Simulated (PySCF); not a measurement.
## Single-point calculation, with input and output: C₂H₃Ge (part 1 of 2)

- system: C₂H₃Ge, multiplicity 4, SMILES [C]#[C][GeH3]
- method: NEVPT2/cc-pVDZ, ROHF (PySCF 2.14.0)

The geometry is that of the parent species in another charge or spin state. The geometry comes from this level: PBE0-D4/def2-TZVP. Figures and captions count atoms from 1; the log counts them from 0 in places.

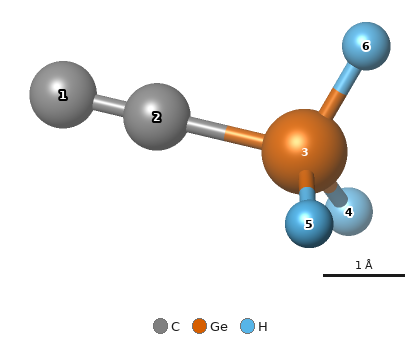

*The structure (ball-and-stick view, seen at a tilt; atoms are numbered from 1 in the order of the input). Sticks mark near contacts.*

The input (job.py)
```python
import numpy
from pyscf import gto, scf, mp, mcscf, mrpt

mol = gto.M(
    atom='''
C      2.008779    -3.767547     2.130099
C      1.048420    -1.964181     1.099065
Ge    -0.461471     0.871353    -0.524777
H     -2.800763    -0.053101    -1.957567
H      1.480978     2.002543    -2.348741
H     -1.196197     2.789992     1.514427
''',
    max_memory=1860,
    spin=3,
    unit='bohr',
    charge=0,
    basis='cc-pvdz',
    verbose=4,
)

hf = mol.ROHF()
hf.conv_tol = 1e-10
hf.kernel()
if not hf.converged:
    hf = hf.newton().run(hf.mo_coeff, hf.mo_occ)

pt = mp.MP2(scf.addons.convert_to_uhf(hf)).run()
noons, natorbs = mcscf.addons.make_natural_orbitals(pt)
print('natural occupations', numpy.round(noons[:40], 4))
cas = mcscf.CASSCF(hf, 7, 7)
cas.fix_spin_(ss=3.75)
cas.natorb = True
cas.kernel(natorbs)
e_pt2 = mrpt.NEVPT(cas).kernel()
energy = cas.e_tot + e_pt2
print('Final energy', energy)
```

Run as:
```bash
OMP_NUM_THREADS=1 python job.py
```

The program's output
```
PySCF version 2.14.0

[INPUT] num. atoms = 6
[INPUT] num. electrons = 47
[INPUT] charge = 0
[INPUT] spin (= nelec alpha-beta = 2S) = 3
[INPUT] symmetry False subgroup None
[INPUT] Mole.unit = bohr
[INPUT] Symbol           X                Y                Z      unit          X                Y                Z       unit  Magmom
[INPUT]  1 C      1.063000068575  -1.993700013470   1.127199847803 AA    2.008779000000  -3.767547000000   2.130099000000 Bohr   0.0
[INPUT]  2 C      0.554799971473  -1.039399823322   0.581600151320 AA    1.048420000000  -1.964181000000   1.099065000000 Bohr   0.0
[INPUT]  3 Ge    -0.244199936700   0.461100150267  -0.277700029215 AA   -0.461471000000   0.871353000000  -0.524777000000 Bohr   0.0
[INPUT]  4 H     -1.482099952788  -0.028099839077  -1.035899845249 AA   -2.800763000000  -0.053101000000  -1.957567000000 Bohr   0.0
[INPUT]  5 H      0.783699807474   1.059700119487  -1.242900211553 AA    1.480978000000   2.002543000000  -2.348741000000 Bohr   0.0
[INPUT]  6 H     -0.633000192171   1.476400185049   0.801400256002 AA   -1.196197000000   2.789992000000   1.514427000000 Bohr   0.0

nuclear repulsion = 141.342196603853
number of shells = 25
number of NR pGTOs = 150
number of NR cGTOs = 70
basis = cc-pvdz
ecp = {}

******** <class 'pyscf.scf.rohf.ROHF'> ********
method = ROHF
initial guess = minao
damping factor = 0
level_shift factor = 0
DIIS = <class 'pyscf.scf.diis.CDIIS'>
diis_start_cycle = 1
diis_space = 8
diis_damp = 0
SCF conv_tol = 1e-10
SCF conv_tol_grad = None
SCF max_cycles = 50
direct_scf = True
direct_scf_tol = 1e-13
num. doubly occ = 22  num. singly occ = 3
Set gradient conv threshold to 1e-05
init E= -2152.19259108122

WARN: HOMO 0.086992723021443 >= LUMO 0.0869987051930641

cycle= 1 E= -2152.36042677323  delta_E= -0.168  |g|= 0.303  |ddm|= 2.54
  HOMO = -0.035098528961619  LUMO = 0.0962557010804863  gap/eV = 3.57433
cycle= 2 E= -2152.4770271262  delta_E= -0.117  |g|= 0.152  |ddm|= 1.57
  HOMO = 0.0263383764374026  LUMO = 0.139986182713656  gap/eV = 3.09251
cycle= 3 E= -2152.49589471628  delta_E= -0.0189  |g|= 0.0589  |ddm|= 0.292
  HOMO = 0.0369861575795274  LUMO = 0.143743722685123  gap/eV = 2.90502
cycle= 4 E= -2152.50064891469  delta_E= -0.00475  |g|= 0.0303  |ddm|= 0.238
  HOMO = 0.0441955702576555  LUMO = 0.144999259527406  gap/eV = 2.74301
cycle= 5 E= -2152.50120294719  delta_E= -0.000554  |g|= 0.00935  |ddm|= 0.0845
  HOMO = 0.0440283364939735  LUMO = 0.14508205942475  gap/eV = 2.74981
cycle= 6 E= -2152.50129679472  delta_E= -9.38e-05  |g|= 0.00518  |ddm|= 0.0453
  HOMO = 0.0442148938607598  LUMO = 0.145116030321906  gap/eV = 2.74566
cycle= 7 E= -2152.50133710269  delta_E= -4.03e-05  |g|= 0.0022  |ddm|= 0.0129
  HOMO = 0.0444372956526156  LUMO = 0.145148148980535  gap/eV = 2.74048
cycle= 8 E= -2152.50134836875  delta_E= -1.13e-05  |g|= 0.000777  |ddm|= 0.00824
  HOMO = 0.044440021973847  LUMO = 0.145127086118363  gap/eV = 2.73983
cycle= 9 E= -2152.50135062624  delta_E= -2.26e-06  |g|= 0.000376  |ddm|= 0.00561
  HOMO = 0.0445110502545547  LUMO = 0.145124872707908  gap/eV = 2.73784
cycle= 10 E= -2152.5013513492  delta_E= -7.23e-07  |g|= 0.000168  |ddm|= 0.00324
  HOMO = 0.0444595431772425  LUMO = 0.145118184726137  gap/eV = 2.73906
cycle= 11 E= -2152.50135145738  delta_E= -1.08e-07  |g|= 6.05e-05  |ddm|= 0.00126
  HOMO = 0.0444687320738084  LUMO = 0.145121564105303  gap/eV = 2.73890
cycle= 12 E= -2152.50135147165  delta_E= -1.43e-08  |g|= 2.81e-05  |ddm|= 0.000464
  HOMO = 0.0444704971686836  LUMO = 0.145123148659414  gap/eV = 2.73890
cycle= 13 E= -2152.501351473  delta_E= -1.35e-09  |g|= 1.49e-05  |ddm|= 0.000144
  HOMO = 0.0444673400383531  LUMO = 0.145122709360913  gap/eV = 2.73897
cycle= 14 E= -2152.50135147336  delta_E= -3.66e-10  |g|= 5.01e-06  |ddm|= 5.07e-05
  HOMO = 0.0444675855280066  LUMO = 0.145122868126421  gap/eV = 2.73897
cycle= 15 E= -2152.50135147341  delta_E= -4.82e-11  |g|= 2.54e-06  |ddm|= 2.11e-05
  HOMO = 0.0444677844534582  LUMO = 0.145122913772999  gap/eV = 2.73897
```

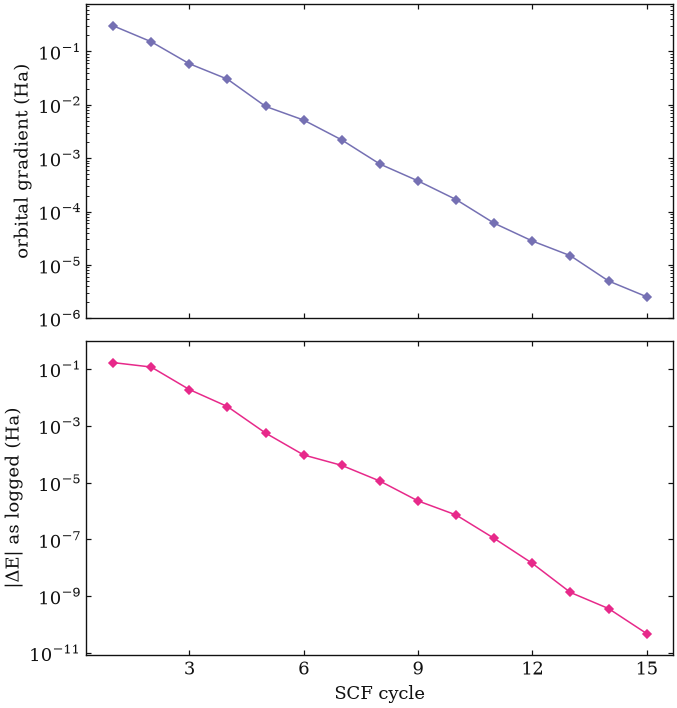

*Convergence of the self-consistent field: orbital gradient and size of the energy change against the SCF cycle.*

The residual falls at every step.

```
Extra cycle  E= -2152.50135147344  delta_E= -2.41e-11  |g|= 2.42e-06  |ddm|= 1.47e-05
converged SCF energy = -2152.50135147344

******** <class 'pyscf.mp.ump2.UMP2'> ********
nocc = (np.int64(25), np.int64(22)), nmo = (70, 70)
E(UMP2) = -2152.79825930604  E_corr = -0.296907832605581
E(SCS-UMP2) = -2152.79532664727  E_corr = -0.293975173836467
E_corr(same-spin) = -0.0719010291810348
E_corr(oppo-spin) = -0.225006803424546
natural occupations [2.     2.     2.     2.     2.     1.9999 1.9998 1.9998 1.9996 1.9996
 1.9995 1.9984 1.9983 1.9983 1.9983 1.9983 1.9817 1.9779 1.973  1.9725
 1.9636 1.9478 0.9965 0.9944 0.9886 0.037  0.0209 0.014  0.014  0.0138
 0.0128 0.0089 0.0079 0.0071 0.0064 0.0062 0.0061 0.0051 0.0048 0.0044]

******** <class 'pyscf.mcscf.mc1step.CASSCF'> ********
CAS (5e+2e, 7o), ncore = 20, nvir = 43
max_cycle_macro = 50
max_cycle_micro = 4
conv_tol = 1e-07
conv_tol_grad = None
orbital rotation max_stepsize = 0.02
orbital rotation threshold for CI restart = 0.01
augmented hessian ah_max_cycle = 30
augmented hessian ah_conv_tol = 1e-12
augmented hessian ah_linear dependence = 1e-14
augmented hessian ah_level shift = 1e-08
augmented hessian ah_start_tol = 2.5
augmented hessian ah_start_cycle = 3
augmented hessian ah_grad_trust_region = 3
kf_trust_region = 3
kf_interval = 4
ci_response_space = 4
ci_grad_trust_region = 3
with_dep4 0
natorb = True
canonicalization = True
sorting_mo_energy = False
ao2mo_level = 2
internal_rotation = False
******** <class 'pyscf.fci.addons.SpinPenaltyFCISolver'> ********
max. cycles = 50
conv_tol = 1e-08
davidson only = True
linear dependence = 1e-12
level shift = 0.001
max iter space = 12
nroots = 1
pspace_size = 400
spin = None
CASCI E = -2152.54333231005  S^2 = 3.7500000
Set conv_tol_grad to 0.000316228
macro iter   1 ( 21 JK    4 micro), CASSCF E = -2152.55718025544  dE = -1.38479454e-02  S^2 = 3.7500000
               |grad[o]|=0.0601  |grad[c]|=0.0335  |ddm|= 0.14  |maxRot[o]|=0.203
macro iter   2 ( 19 JK    4 micro), CASSCF E = -2152.56225015415  dE = -5.06989871e-03  S^2 = 3.7500000
               |grad[o]|=0.0362  |grad[c]|=0.012  |ddm|=0.243  |maxRot[o]|=0.132
macro iter   3 ( 14 JK    4 micro), CASSCF E = -2152.56290691550  dE = -6.56761345e-04  S^2 = 3.7500000
               |grad[o]|=0.0148  |grad[c]|=0.00994  |ddm|=0.0511  |maxRot[o]|=0.0781
macro iter   4 ( 13 JK    4 micro), CASSCF E = -2152.56316254324  dE = -2.55627739e-04  S^2 = 3.7500000
               |grad[o]|=0.00774  |grad[c]|=0.00408  |ddm|=0.0162  |maxRot[o]|=0.0502
macro iter   5 ( 13 JK    4 micro), CASSCF E = -2152.56324763019  dE = -8.50869515e-05  S^2 = 3.7500000
               |grad[o]|=0.0035  |grad[c]|=0.0019  |ddm|=0.00569  |maxRot[o]|=0.0439
macro iter   6 ( 11 JK    4 micro), CASSCF E = -2152.56325731061  dE = -9.68042332e-06  S^2 = 3.7500000
               |grad[o]|=0.0016  |grad[c]|=0.000419  |ddm|=0.00174  |maxRot[o]|=0.0174
macro iter   7 (  6 JK    2 micro), CASSCF E = -2152.56325754165  dE = -2.31038030e-07  S^2 = 3.7500000
               |grad[o]|=0.000242  |grad[c]|=0.00012  |ddm|=0.000481  |maxRot[o]|=0.00233
macro iter   8 (  3 JK    1 micro), CASSCF E = -2152.56325756141  dE = -1.97637746e-08  S^2 = 3.7500000
               |grad[o]|=6.39e-05  |grad[c]|=7.76e-05  |ddm|=0.000136  |maxRot[o]|=0.000346
1-step CASSCF converged in   8 macro (100 JK  27 micro) steps
CASSCF canonicalization
Natural occ [1.97378159 1.44824939 1.44736439 1.00003077 0.55335453 0.55247167
 0.02474765]
Natural orbital (expansion on meta-Lowdin AOs) in CAS space
               #1        #2        #3        #4        #5
0 C 1s           0.00003   0.00000  -0.00000  -0.00264  -0.00000
0 C 2s          -0.00107   0.00009  -0.00002  -0.65037  -0.00001
0 C 3s          -0.00254  -0.00000   0.00000  -0.04228  -0.00001
0 C 2px          0.04694   0.03383  -0.63731  -0.31195  -0.63104
0 C 2py         -0.08814  -0.33499  -0.27424   0.58579  -0.27155
0 C 2pz          0.05052  -0.61723   0.11391  -0.33506   0.11279
0 C 3px         -0.00256  -0.00062   0.01170   0.01059  -0.09328
0 C 3py          0.00480   0.00613   0.00504  -0.01988  -0.04015
0 C 3pz         -0.00277   0.01130  -0.00209   0.01136   0.01668
0 C 3dxy         0.00128   0.00666  -0.01551  -0.01216   0.02399
0 C 3dyz         0.00137  -0.01341   0.00851  -0.01303  -0.01312
0 C 3dz^2        0.00043   0.01934  -0.00355  -0.00414   0.00549
0 C 3dxz        -0.00073   0.00976   0.00952   0.00695  -0.01465
0 C 3dx2-y2      0.00086   0.00997   0.01937  -0.00818  -0.02997
1 C 1s          -0.01049  -0.00000   0.00000  -0.00057  -0.00000
1 C 2s          -0.59789  -0.00024   0.00005   0.04045  -0.00006
1 C 3s          -0.00351  -0.00001   0.00000  -0.02487  -0.00002
1 C 2px          0.22073   0.03386  -0.63688   0.03780   0.60231
1 C 2py         -0.41450  -0.33487  -0.27403  -0.07098   0.25915
1 C 2pz          0.23733  -0.61677   0.11382   0.04054  -0.10764
1 C 3px         -0.00130   0.00011  -0.00196  -0.00972   0.09921
1 C 3py          0.00244  -0.00105  -0.00084   0.01825   0.04269
1 C 3pz         -0.00140  -0.00192   0.00035  -0.01043  -0.01773
1 C 3dxy         0.01466  -0.00570   0.01163  -0.00834   0.02374
1 C 3dyz         0.01577   0.01082  -0.00701  -0.00895  -0.01170
1 C 3dz^2        0.00499  -0.01413   0.00282  -0.00286   0.00511
1 C 3dxz        -0.00840  -0.00767  -0.00828   0.00477  -0.01219
1 C 3dx2-y2      0.00986  -0.00814  -0.01456  -0.00561  -0.02958
2 Ge 1s          0.00026  -0.00000   0.00000   0.00004  -0.00000
2 Ge 2s         -0.00105   0.00000  -0.00000  -0.00017   0.00000
2 Ge 3s         -0.00425  -0.00000   0.00000  -0.00009  -0.00000
2 Ge 4s         -0.20852  -0.00002   0.00001  -0.03541   0.00002
2 Ge 5s          0.01955  -0.00001   0.00000  -0.00424  -0.00001
2 Ge 2px        -0.00027  -0.00000   0.00003  -0.00003   0.00006
2 Ge 2py         0.00050   0.00002   0.00001   0.00006   0.00003
2 Ge 2pz        -0.00029   0.00003  -0.00001  -0.00004  -0.00001
2 Ge 3px         0.00256  -0.00001   0.00021   0.00026  -0.00034
2 Ge 3py        -0.00481   0.00011   0.00009  -0.00049  -0.00015
2 Ge 3pz         0.00275   0.00020  -0.00004   0.00028   0.00006
2 Ge 4px        -0.22254   0.00149  -0.02818  -0.03811   0.11345
2 Ge 4py         0.41796  -0.01482  -0.01213   0.07157   0.04876
2 Ge 4pz        -0.23936  -0.02733   0.00504  -0.04098  -0.02024
2 Ge 5px         0.02645  -0.00014   0.00267  -0.00071   0.01279
2 Ge 5py        -0.04967   0.00140   0.00115   0.00133   0.00552
2 Ge 5pz         0.02844   0.00258  -0.00048  -0.00075  -0.00229
2 Ge 3dxy        0.00197   0.00160  -0.00150  -0.00059   0.00176
2 Ge 3dyz        0.00212  -0.00232   0.00169  -0.00064  -0.00213
2 Ge 3dz^2       0.00067   0.00138  -0.00056  -0.00020   0.00069
2 Ge 3dxz       -0.00113   0.00142   0.00248   0.00034  -0.00317
2 Ge 3dx2-y2     0.00133   0.00185   0.00193  -0.00040  -0.00226
2 Ge 4dxy        0.03250  -0.00726   0.01095   0.00551  -0.04268
2 Ge 4dyz        0.03495   0.01220  -0.00834   0.00593   0.02231
2 Ge 4dz^2       0.01106  -0.01231   0.00308   0.00188  -0.00952
2 Ge 4dxz       -0.01861  -0.00815  -0.01092  -0.00316   0.02425
2 Ge 4dx2-y2     0.02186  -0.00942  -0.01381   0.00371   0.05322
3 H 1s           0.08055  -0.04447  -0.06312   0.01501   0.10464
3 H 2s           0.00373  -0.00365  -0.00518   0.00066   0.02090
3 H 2px          0.00606  -0.00215  -0.00277   0.00080   0.00620
3 H 2py         -0.00018  -0.00213  -0.00310  -0.00055   0.00768
3 H 2pz          0.00424  -0.00077  -0.00149   0.00066   0.00590
4 H 1s           0.08055  -0.03241   0.07009   0.01501  -0.11621
4 H 2s           0.00373  -0.00266   0.00575   0.00066  -0.02321
4 H 2px         -0.00296   0.00211  -0.00434   0.00004   0.01021
4 H 2py         -0.00451   0.00025  -0.00014  -0.00092   0.00010
4 H 2pz          0.00506  -0.00083   0.00229   0.00073  -0.00737
5 H 1s           0.08057   0.07687  -0.00696   0.01502   0.01154
```
